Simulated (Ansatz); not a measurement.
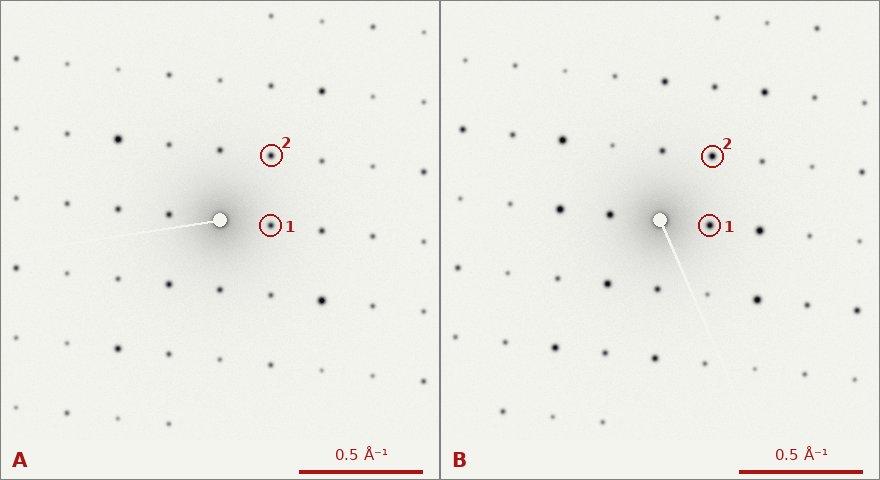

Kinematic electron diffraction patterns (300 kV, B = 0.5 Å², same scale) along [1-10] of the run's own cell, for the start and the end of one relaxation of LiMnCl3 with DFT, PAW plane waves, pbe+U in Ansatz. k mesh 4×4×4. The start is a generated model structure, and the relaxation ends in the nearest stationary point of its symmetry, not necessarily the ground state. Spot 1 is -1 -1 0 and spot 2 is 0 0 -2 in both.

Start structure:

```
Li Mn Cl
1.0
     3.35975    5.81926    0.00000
    -3.35975    5.81926    0.00000
     0.00000   -3.87950    5.91521
Li Mn Cl
2 2 6
Cartesian
  0.0000 0.0000 5.1019
  0.0000 7.7590 2.1443
  0.0000 0.0000 0.2271
  0.0000 3.8795 3.1847
  -0.7449 1.9605 1.4782
  2.0343 4.1939 1.4782
  -1.2895 5.4841 1.4782
  -2.0703 3.5443 4.4358
  0.7449 5.8400 4.4358
  1.3254 2.2542 4.4358
```

Q: Which pattern belongs to the start structure, and which to the relaxed one?

A: B is the start: its cell gives d(1) = 4.866 Å, d(2) = 2.958 Å and an angle of 56.7°. A is the relaxed structure, with d(1) = 4.768 Å (-2.0 %), d(2) = 2.974 Å (+0.6 %) and 57.7°.

Q: Name reflections whose intensity changes strongly on relaxation.

A: 2 2 -4 goes from 41 to 4 % of the strongest spot; 2 2 0 goes from 100 to 23 % of the strongest spot; 2 2 -2 goes from 2.9 to 11 % of the strongest spot.

Q: Summarise the relaxation behind the change.

A: The volume changed by -5.5 % to 21.85 Å³ an atom; with the mean shift removed, the atoms moved by up to 0.41 Å relative to the cell (Li most); the space group stayed R3c (No. 161); the free energy fell by 80 meV an atom. Relaxed cell: a = 6.513 Å, b = 6.513 Å, c = 7.037 Å, α = 117.56°, β = 117.56°, γ = 60.00°.
